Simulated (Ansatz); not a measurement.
Ga2O3, pressure series

Consider Ga$_{2}$O$_{3}$ in the corundum structure (space group R-3c, No. 167).

```
Ga2O3
1.0
    2.52897     1.46010     4.54140
   -2.52897     1.46010     4.54140
    0.00000    -2.92020     4.54140
Ga O
4 6
Direct
  0.35584   0.35584   0.35584
  0.14416   0.14416   0.14416
  0.64416   0.64416   0.64416
  0.85584   0.85584   0.85584
  0.55310   0.94690   0.25000
  0.25000   0.55310   0.94690
  0.94690   0.25000   0.55310
  0.44690   0.05310   0.75000
  0.75000   0.44690   0.05310
  0.05310   0.75000   0.44690
```

Cell and atoms are relaxed at each pressure.

Level of theory: plane-wave PAW DFT at the PBE level (Ansatz, a program for electronic structure, 420 eV), no spin-orbit coupling, earlier PAW set.

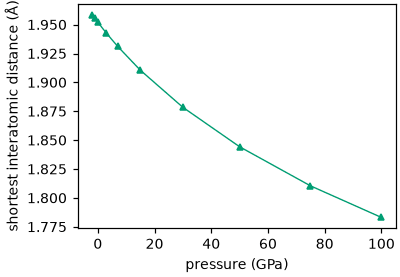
Shortest interatomic distance against pressure

Task: From the plot, what is the shortest interatomic distance for pressure 30 GPa?

Result: About 1.88 Å.

Task: Is the trend monotonic over the range shown?

Result: Yes, it falls throughout, spanning 1.783 Å to 1.959 Å.

Load acts through the strain it causes; cell and atoms are relaxed under it. Stability against distortions was not tested. No other phases were tried under pressure.
